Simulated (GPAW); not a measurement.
## Screening of a field by 2H-CrOSe monolayer

Wanted: the out-of-plane polarisability of 2H-CrOSe monolayer.

Main program and level: GPAW 26.7.0; GPAW, PAW setups; layer in a repeated cell with vacuum, relaxation of atoms and in-plane cell, in the first sound run; inputs show where later runs differ.

### 1. Set-up

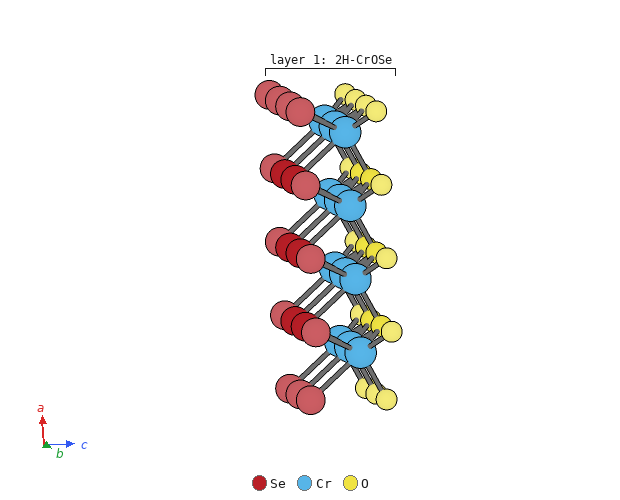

The cell as given, from the side, with the c axis across the page (selenium red, chromium blue, oxygen yellow). 3×2×1 cells are drawn. Some periodic images of atoms are drawn too.

The cell holds 3 atoms: 1 Se, 1 Cr and 1 O. Cell: a = 2.927 Å, b = 2.927 Å, c = 18.738 Å, α = 90.0°, β = 90.0°, γ = 120.0°. Vacuum lies along c.

### 2. Relaxation

Forces are removed first; all later runs use this geometry.

Contents of run.py:

```python
import json
import numpy as np
from ase import Atoms
from ase.filters import FrechetCellFilter
from ase.optimize import BFGS
from gpaw import GPAW, PW

slab = Atoms(
    ['Se', 'Cr', 'O'],
    positions=[
        [-0.00000, 1.68978, 8.00000],
        [0.00000, 0.00000, 9.80291],
        [-0.00000, 1.68978, 10.73748]],
    cell=[[2.92678, 0.0, 0.0], [-1.46339, 2.53467, 0.0], [0.0, 0.0, 18.7375]],
    pbc=[True, True, True])

slab.calc = GPAW(mode=PW(600), xc='PBE', kpts={'size': (12, 12, 1), 'gamma': True},
                 occupations={'name': 'fermi-dirac', 'width': 0.05}, nbands='160%',
                 convergence={'density': 1e-05}, maxiter=200,
                 symmetry={'tolerance': 1e-3}, txt='slab.txt')
result = {}
# The in-plane cell is free; stress needs a cell that repeats along all three vectors
path = []
opt = BFGS(FrechetCellFilter(slab, mask=[1, 1, 0, 0, 0, 1]), maxstep=0.2)
opt.attach(lambda: path.append((slab.get_potential_energy(), slab.positions.tolist(), slab.get_forces().tolist())))
result['relaxed'] = bool(opt.run(fmax=0.02, steps=45))
result['path'] = path
result['cell'] = slab.cell.tolist()
print('in-plane lattice', slab.cell.cellpar().round(4)[[0, 1, 5]])
energy = slab.get_potential_energy()
fermi = slab.calc.get_fermi_level()
v = slab.calc.get_electrostatic_potential().mean((0, 1)) - fermi
n = slab.calc.get_pseudo_density().mean((0, 1))
L = slab.cell[2, 2]
z = np.arange(len(v)) * L / len(v)
low, high = slab.positions[:, 2].min(), slab.positions[:, 2].max()
below, above = np.interp([low - 5.8, high + 5.8], z, v)
slopes = [np.interp(x, z, np.gradient(v, z)) for x in (low - 5.8, high + 5.8)]
eps = np.array([[slab.calc.get_eigenvalues(k, s) for k in range(len(slab.calc.get_ibz_k_points()))]
                for s in range(slab.calc.get_number_of_spins())]) - fermi
top, bottom = eps[eps < 0].max(), eps[eps > 0].min()
dipole = slab.get_dipole_moment()[2]
print(f'energy {energy:.4f} eV, Fermi level {fermi:.4f} eV, dipole {dipole:.5f} e A')
print(f'potential 5.8 A off the faces, from the Fermi level: lower {below:.4f} eV, upper {above:.4f} eV')
print(f'slope of the potential there: lower {slopes[0]:.5f}, upper {slopes[1]:.5f} eV/A')
print(f'nearest levels on the mesh: {top:.4f} and {bottom:.4f} eV')
print('magnetic moment', round(slab.get_magnetic_moment(), 3))
result.update(energy=energy, fermi=fermi, dipole=dipole, below=below, above=above, slopes=slopes, edges=[top, bottom],
              z=z.tolist(), v=v.tolist(), n=n.tolist(), positions=slab.positions.tolist(),
              forces=slab.get_forces(apply_constraint=False).tolist(), moments=slab.get_magnetic_moments().tolist())
json.dump(result, open('result.json', 'w'))
```

Command:

```bash
$ OMP_NUM_THREADS=1 OPENBLAS_NUM_THREADS=1 python run.py
```

The program printed:

```text
Step          Energy          fmax
BFGS:    0      -20.574972        0.884200
BFGS:    1      -20.590005        0.683417
BFGS:    2      -20.605993        0.242919
BFGS:    3      -20.607767        0.064682
BFGS:    4      -20.607237        0.051613
BFGS:    5      -20.606214        0.018988
in-plane lattice [  2.9214   2.9214 120.    ]
energy -20.6001 eV, Fermi level -1.2900 eV, dipole -0.14665 e A
potential 5.8 A off the faces, from the Fermi level: lower 4.8198 eV, upper 5.6644 eV
slope of the potential there: lower -0.19175, upper -0.19151 eV/A
nearest levels on the mesh: -0.0428 and 0.0394 eV
magnetic moment 0.0
```

Run time: 5 min. Hardware: 1 thread of Intel Xeon Platinum 8259CL at 2.50GHz (Skylake/Cascade Lake), shared host; peak memory 0.27 GiB.

This run has no spin polarisation, although Cr can carry a moment.

This step gave:

```
dipole along the normal                    : -0.1467 e·Å
levels nearest the Fermi level on the mesh : -0.04279, 0.03942 eV from the Fermi level
```

The electrostatic potential energy of an electron (without an applied field's), less the Fermi level, planar mean oscillates, so the rows of the table below give means over windows of 1 Å about each position, cut where the curve ends. Its maxima inside the range that stand out by 2 % of the span (Å: eV): 8.9: -5.18, 10.4: -9.21, 12.4: 6.40. Its minima: 8.1: -28.3, 9.7: -18.1, 10.7: -11.9.

Table of electrostatic potential energy of an electron (without an applied field's), less the Fermi level, planar mean by z; means over each step:

| z (Å) | electrostatic potential energy of an electron (without an applied field's), less the Fermi level, planar mean (eV) |
| --- | --- |
| 0 | 5.20 |
| 1 | 5.06 |
| 2 | 4.86 |
| 3 | 4.67 |
| 4 | 4.48 |
| 5 | 4.28 |
| 6 | 3.89 |
| 7 | -0.529 |
| 8 | -21.0 |
| 9 | -8.31 |
| 10 | -14.0 |
| 11 | -4.37 |
| 12 | 6.07 |
| 13 | 6.33 |
| 14 | 6.15 |
| 15 | 5.96 |
| 16 | 5.77 |
| 17 | 5.58 |
| 18 | 5.39 |

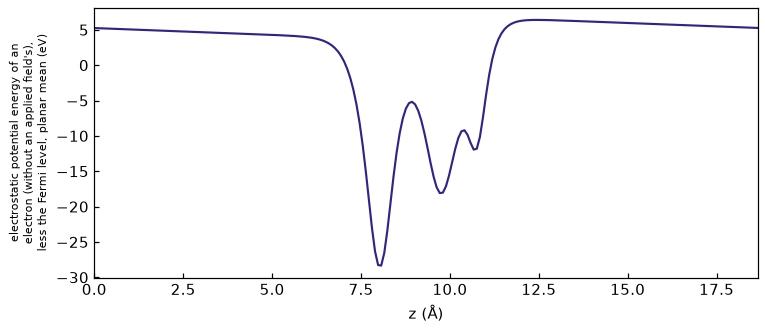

Electrostatic potential energy of an electron (without an applied field's), less the Fermi level, planar mean, plotted against z.

The pseudo valence density, planar mean oscillates, so the rows of the table below give means over windows of 1 Å about each position, cut where the curve ends. Its maxima inside the range that stand out by 2 % of the span (Å: e/Å³): 7.6: 0.483, 8.5: 0.547, 9.9: 0.650, 10.8: 1.01. Its minima: 8.0: 0.255, 9.0: 0.402, 10.1: 0.613.

The pseudo valence density, planar mean by z; means over each step:

| z (Å) | pseudo valence density, planar mean (e/Å³) |
| --- | --- |
| 4 | 2.3e-5 |
| 5 | 5.3e-4 |
| 6 | 0.0117 |
| 7 | 0.189 |
| 8 | 0.408 |
| 9 | 0.455 |
| 10 | 0.662 |
| 11 | 0.669 |
| 12 | 0.0399 |
| 13 | 8.7e-4 |
| 14 | 2.7e-5 |

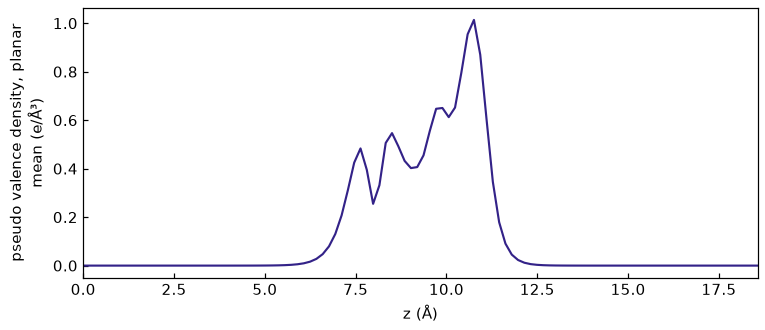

Pseudo valence density, planar mean against z.

The relaxation lowered the energy of the cell by 0.0343 eV (energies extrapolated to zero smearing; the optimiser's log prints free energies). The largest force left on a free atom is 0.019 eV/Å.

### 3. The slab's potential

The work function is the vacuum plateau of the electrostatic potential less the Fermi level; a dipole layer lets the two faces have plateaus of their own.

This step: GPAW, PAW setups; slab in vacuum (GPAW 26.7.0).

Edit run.py of step 2 so:

```diff
@@ -3,4 +3,2 @@
 from ase import Atoms
-from ase.filters import FrechetCellFilter
-from ase.optimize import BFGS
 from gpaw import GPAW, PW
@@ -10,21 +8,14 @@
     positions=[
-        [-0.00000, 1.68978, 8.00000],
-        [0.00000, 0.00000, 9.80291],
-        [-0.00000, 1.68978, 10.73748]],
-    cell=[[2.92678, 0.0, 0.0], [-1.46339, 2.53467, 0.0], [0.0, 0.0, 18.7375]],
-    pbc=[True, True, True])
+        [-0.00000, 1.68667, 8.00000],
+        [0.00000, 0.00000, 9.72979],
+        [-0.00000, 1.68667, 10.73150]],
+    cell=[[2.9214, -0.0, 0.0], [-1.4607, 2.53001, 0.0], [0.0, 0.0, 18.7315]],
+    pbc=[True, True, False])
 
-slab.calc = GPAW(mode=PW(600), xc='PBE', kpts={'size': (12, 12, 1), 'gamma': True},
+slab.calc = GPAW(mode=PW(500), xc='PBE', kpts={'size': (12, 12, 1), 'gamma': True},
                  occupations={'name': 'fermi-dirac', 'width': 0.05}, nbands='160%',
                  convergence={'density': 1e-05}, maxiter=200,
+                 poissonsolver={'dipolelayer': 'xy'},
                  symmetry={'tolerance': 1e-3}, txt='slab.txt')
 result = {}
-# The in-plane cell is free; stress needs a cell that repeats along all three vectors
-path = []
-opt = BFGS(FrechetCellFilter(slab, mask=[1, 1, 0, 0, 0, 1]), maxstep=0.2)
-opt.attach(lambda: path.append((slab.get_potential_energy(), slab.positions.tolist(), slab.get_forces().tolist())))
-result['relaxed'] = bool(opt.run(fmax=0.02, steps=45))
-result['path'] = path
-result['cell'] = slab.cell.tolist()
-print('in-plane lattice', slab.cell.cellpar().round(4)[[0, 1, 5]])
 energy = slab.get_potential_energy()
```

The program printed:

```text
energy -20.2440 eV, Fermi level -1.3299 eV, dipole -0.11095 e A
potential 5.8 A off the faces, from the Fermi level: lower 3.9398 eV, upper 6.6607 eV
slope of the potential there: lower 0.00048, upper -0.00012 eV/A
nearest levels on the mesh: -0.0445 and 0.0373 eV
magnetic moment 0.0
```

The job ended after 33 s (1 thread; peak memory 0.2 GiB).

This step gave:

* dipole along the normal: -0.1109 e·Å
* levels nearest the Fermi level on the mesh: -0.04455, 0.03733 eV from the Fermi level
* upper work function: 6.661 eV
* lower work function: 3.940 eV

Table of electrostatic potential energy of an electron (without an applied field's), less the Fermi level, planar mean by z:

| z (Å) | electrostatic potential energy of an electron (without an applied field's), less the Fermi level, planar mean (eV) |
| --- | --- |
| 0 | 5.30 |
| 1 | 3.94 |
| 2 | 3.94 |
| 3 | 3.94 |
| 4 | 3.94 |
| 5 | 3.93 |
| 6 | 3.77 |
| 7 | 0.439 |
| 8 | -28.3 |
| 9 | -5.63 |
| 10 | -14.5 |
| 11 | -3.90 |
| 12 | 6.42 |
| 13 | 6.65 |
| 14 | 6.66 |
| 15 | 6.66 |
| 16 | 6.66 |
| 17 | 6.66 |
| 18 | 6.66 |

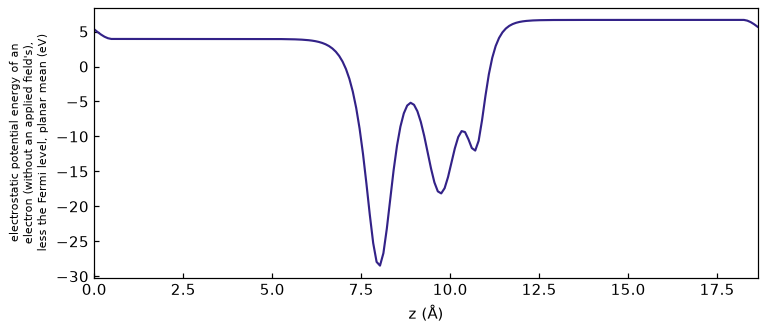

Electrostatic potential energy of an electron (without an applied field's), less the Fermi level, planar mean against z.

The pseudo valence density, planar mean oscillates, so the rows of the table below give means over windows of 1 Å about each position, cut where the curve ends. Its maxima inside the range that stand out by 2 % of the span (Å: e/Å³): 7.6: 0.479, 8.4: 0.549, 9.7: 0.659, 10.7: 1.01. Its minima: 8.0: 0.256, 9.0: 0.403, 10.1: 0.618.

Pseudo valence density, planar mean against z; means over each step:

| z (Å) | pseudo valence density, planar mean (e/Å³) |
| --- | --- |
| 4 | 3.1e-5 |
| 5 | 6.2e-4 |
| 6 | 0.0126 |
| 7 | 0.201 |
| 8 | 0.409 |
| 9 | 0.456 |
| 10 | 0.669 |
| 11 | 0.651 |
| 12 | 0.0356 |
| 13 | 8.0e-4 |
| 14 | 2.3e-5 |

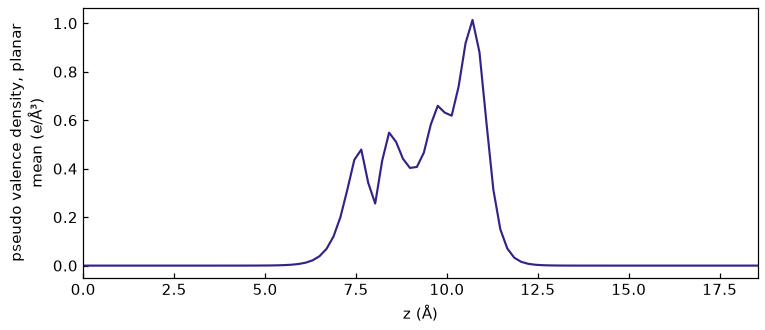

Pseudo valence density, planar mean, plotted against z.

The potential is flat to 4.8e-4 eV/Å where it is read, so the vacuum is wide enough.

### 4. Field on

A uniform field along the normal polarises the slab; the atoms stay fixed, so this is the electronic response alone.

Edit run.py of step 3 so:

```diff
@@ -4,2 +4,3 @@
 from gpaw import GPAW, PW
+from gpaw.external import ConstantElectricField
 
@@ -18,2 +19,3 @@
                  poissonsolver={'dipolelayer': 'xy'},
+                 external=ConstantElectricField(-0.2, [0, 0, 1]),
                  symmetry={'tolerance': 1e-3}, txt='slab.txt')
```

The program printed:

```text
energy -20.2701 eV, Fermi level -1.2823 eV, dipole -0.14801 e A
potential 5.8 A off the faces, from the Fermi level: lower 3.4247 eV, upper 7.0474 eV
slope of the potential there: lower 0.00047, upper -0.00012 eV/A
nearest levels on the mesh: -0.0429 and 0.0395 eV
magnetic moment 0.0
```

Elapsed: 2 min, on 1 thread; peak memory 0.31 GiB.

Numbers from this step:

- dipole along the normal: -0.1480 e·Å
- levels nearest the Fermi level on the mesh: -0.04289, 0.03947 eV from the Fermi level
- potential below the slab, the applied field's own ramp left out: 3.425 eV from the Fermi level
- potential above the slab, the applied field's own ramp left out: 7.047 eV from the Fermi level

The electrostatic potential energy of an electron (without an applied field's), less the Fermi level, planar mean oscillates, so the rows of the table below give means over windows of 2 Å about each position, cut where the curve ends. Its maxima inside the range that stand out by 2 % of the span (Å: eV): 8.9: -5.27, 10.3: -9.05, 18.3: 7.05. Its minima: 8.0: -28.7, 9.7: -18.1, 10.7: -11.8.

The electrostatic potential energy of an electron (without an applied field's), less the Fermi level, planar mean by z; means over each step:

| z (Å) | electrostatic potential energy of an electron (without an applied field's), less the Fermi level, planar mean (eV) |
| --- | --- |
| 0 | 3.77 |
| 2 | 3.42 |
| 4 | 3.42 |
| 6 | 2.86 |
| 8 | -13.5 |
| 10 | -11.7 |
| 12 | 5.60 |
| 14 | 7.04 |
| 16 | 7.05 |
| 18 | 6.93 |

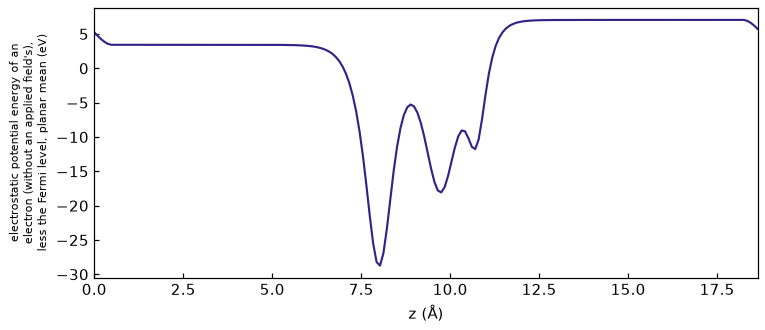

Electrostatic potential energy of an electron (without an applied field's), less the Fermi level, planar mean, plotted against z.

The dipole is now -0.148 e Å, against -0.11 in the run without a field.

### 5. Field on

Edit run.py of step 4 so:

```diff
@@ -19,3 +19,3 @@
                  poissonsolver={'dipolelayer': 'xy'},
-                 external=ConstantElectricField(-0.2, [0, 0, 1]),
+                 external=ConstantElectricField(-0.1, [0, 0, 1]),
                  symmetry={'tolerance': 1e-3}, txt='slab.txt')
```

The program printed:

```text
energy -20.2561 eV, Fermi level -1.3057 eV, dipole -0.12960 e A
potential 5.8 A off the faces, from the Fermi level: lower 3.6816 eV, upper 6.8537 eV
slope of the potential there: lower 0.00047, upper -0.00012 eV/A
nearest levels on the mesh: -0.0438 and 0.0384 eV
magnetic moment 0.0
```

Elapsed: 1.8 min, on 1 thread; peak memory 0.32 GiB.

This step gave:

- dipole along the normal: -0.1296 e·Å
- levels nearest the Fermi level on the mesh: -0.04376, 0.03836 eV from the Fermi level
- potential below the slab, the applied field's own ramp left out: 3.682 eV from the Fermi level
- potential above the slab, the applied field's own ramp left out: 6.854 eV from the Fermi level

Table of electrostatic potential energy of an electron (without an applied field's), less the Fermi level, planar mean by z:

| z (Å) | electrostatic potential energy of an electron (without an applied field's), less the Fermi level, planar mean (eV) |
| --- | --- |
| 0 | 5.27 |
| 1 | 3.68 |
| 2 | 3.68 |
| 3 | 3.68 |
| 4 | 3.68 |
| 5 | 3.67 |
| 6 | 3.52 |
| 7 | 0.221 |
| 8 | -28.4 |
| 9 | -5.67 |
| 10 | -14.4 |
| 11 | -3.75 |
| 12 | 6.61 |
| 13 | 6.84 |
| 14 | 6.85 |
| 15 | 6.85 |
| 16 | 6.85 |
| 17 | 6.85 |
| 18 | 6.85 |

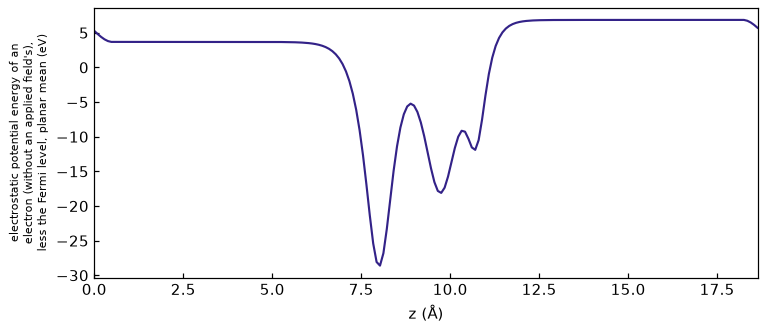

Electrostatic potential energy of an electron (without an applied field's), less the Fermi level, planar mean against z.

The dipole is now -0.130 e Å, against -0.11 in the run without a field.

### 6. In a field

Edit run.py of step 5 so:

```diff
@@ -19,3 +19,3 @@
                  poissonsolver={'dipolelayer': 'xy'},
-                 external=ConstantElectricField(-0.1, [0, 0, 1]),
+                 external=ConstantElectricField(-0.05, [0, 0, 1]),
                  symmetry={'tolerance': 1e-3}, txt='slab.txt')
```

The program printed:

```text
energy -20.2499 eV, Fermi level -1.3177 eV, dipole -0.12039 e A
potential 5.8 A off the faces, from the Fermi level: lower 3.8106 eV, upper 6.7571 eV
slope of the potential there: lower 0.00047, upper -0.00012 eV/A
nearest levels on the mesh: -0.0442 and 0.0378 eV
magnetic moment 0.0
```

The job ended after 1.9 min (1 thread; peak memory 0.32 GiB).

### 7. Field on

Edit run.py of step 6 so:

```diff
@@ -19,3 +19,3 @@
                  poissonsolver={'dipolelayer': 'xy'},
-                 external=ConstantElectricField(-0.05, [0, 0, 1]),
+                 external=ConstantElectricField(0.05, [0, 0, 1]),
                  symmetry={'tolerance': 1e-3}, txt='slab.txt')
```

The program printed:

```text
energy -20.2387 eV, Fermi level -1.3422 eV, dipole -0.10195 e A
potential 5.8 A off the faces, from the Fermi level: lower 4.0694 eV, upper 6.5644 eV
slope of the potential there: lower 0.00047, upper -0.00012 eV/A
nearest levels on the mesh: -0.0449 and 0.0368 eV
magnetic moment 0.0
```

It took 1.7 min on 1 thread; peak memory 0.32 GiB.

Electrostatic potential energy of an electron (without an applied field's), less the Fermi level, planar mean against z:

| z (Å) | electrostatic potential energy of an electron (without an applied field's), less the Fermi level, planar mean (eV) |
| --- | --- |
| 0 | 5.32 |
| 2 | 4.07 |
| 4 | 4.07 |
| 6 | 3.90 |
| 8 | -28.2 |
| 10 | -14.5 |
| 12 | 6.32 |
| 14 | 6.56 |
| 16 | 6.56 |
| 18 | 6.57 |

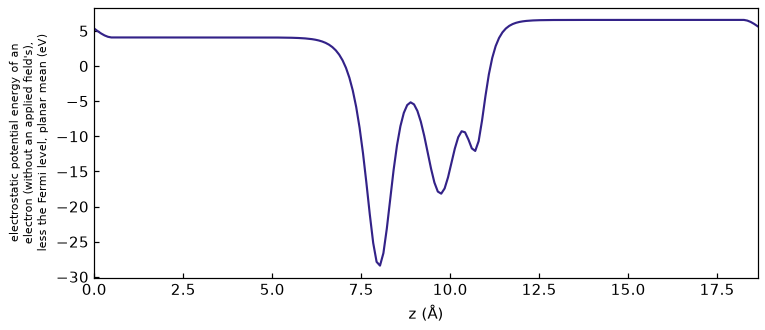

Electrostatic potential energy of an electron (without an applied field's), less the Fermi level, planar mean, plotted against z.

### 8. In a field

Edit run.py of step 7 so:

```diff
@@ -19,3 +19,3 @@
                  poissonsolver={'dipolelayer': 'xy'},
-                 external=ConstantElectricField(0.05, [0, 0, 1]),
+                 external=ConstantElectricField(0.1, [0, 0, 1]),
                  symmetry={'tolerance': 1e-3}, txt='slab.txt')
```

The program printed:

```text
energy -20.2338 eV, Fermi level -1.3548 eV, dipole -0.09272 e A
potential 5.8 A off the faces, from the Fermi level: lower 4.1993 eV, upper 6.4684 eV
slope of the potential there: lower 0.00047, upper -0.00012 eV/A
nearest levels on the mesh: -0.0453 and 0.0363 eV
magnetic moment 0.0
```

It took 1.8 min on 1 thread; peak memory 0.32 GiB.

The dipole is now -0.0927 e Å, against -0.11 in the run without a field.

### 9. Field on

Edit run.py of step 8 so:

```diff
@@ -19,3 +19,3 @@
                  poissonsolver={'dipolelayer': 'xy'},
-                 external=ConstantElectricField(0.1, [0, 0, 1]),
+                 external=ConstantElectricField(0.2, [0, 0, 1]),
                  symmetry={'tolerance': 1e-3}, txt='slab.txt')
```

The program printed:

```text
energy -20.2255 eV, Fermi level -1.3803 eV, dipole -0.07423 e A
potential 5.8 A off the faces, from the Fermi level: lower 4.4601 eV, upper 6.2766 eV
slope of the potential there: lower 0.00047, upper -0.00011 eV/A
nearest levels on the mesh: -0.0460 and 0.0354 eV
magnetic moment 0.0
```

Elapsed: 2 min, on 1 thread; peak memory 0.32 GiB.

Table of electrostatic potential energy of an electron (without an applied field's), less the Fermi level, planar mean by z:

| z (Å) | electrostatic potential energy of an electron (without an applied field's), less the Fermi level, planar mean (eV) |
| --- | --- |
| 0 | 5.37 |
| 1 | 4.46 |
| 2 | 4.46 |
| 3 | 4.46 |
| 4 | 4.46 |
| 5 | 4.45 |
| 6 | 4.28 |
| 7 | 0.874 |
| 8 | -28.0 |
| 9 | -5.57 |
| 10 | -14.6 |
| 11 | -4.20 |
| 12 | 6.04 |
| 13 | 6.27 |
| 14 | 6.27 |
| 15 | 6.28 |
| 16 | 6.28 |
| 17 | 6.28 |
| 18 | 6.28 |

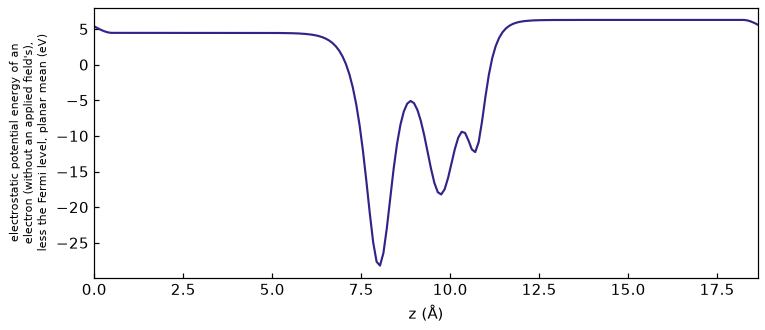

Electrostatic potential energy of an electron (without an applied field's), less the Fermi level, planar mean, plotted against z.

The dipole is now -0.0742 e Å, against -0.11 in the run without a field.

[end of part 1 of 2]

[Logs are printed without paths, hosts, clocks, repeated set-up lines and the standing remarks that a program may print on its own settings, such as how far it seeks lower states.]

[Hosts, paths, dates, database ids (printed as entryN), source tags and the programs' standing remarks are cut or masked in the printed files.]
